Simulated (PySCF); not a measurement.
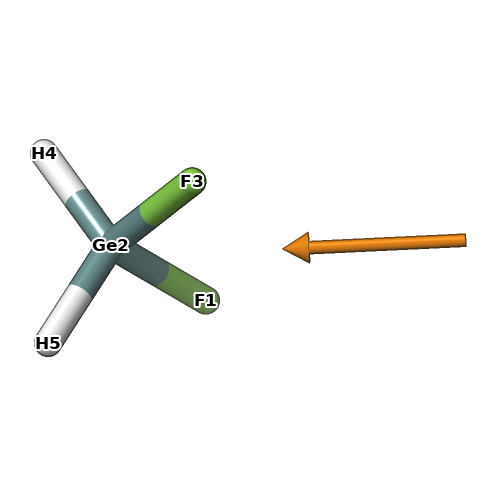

The arrow beside the molecule shows the direction of the dipole moment, from the negative to the positive end (its length means nothing). The geometry was computed by an optimisation with PBE0-D3(BJ)/def2-SVP. No frequency run is at hand to confirm it as a minimum. Level of theory: PBE0/def2-TZVP, gas phase (PySCF 2.14.0).

> How large is the dipole moment?

2.61 D; it points from the side of F1, F3 to the side of H4, H5 (the outermost atoms at the two ends).
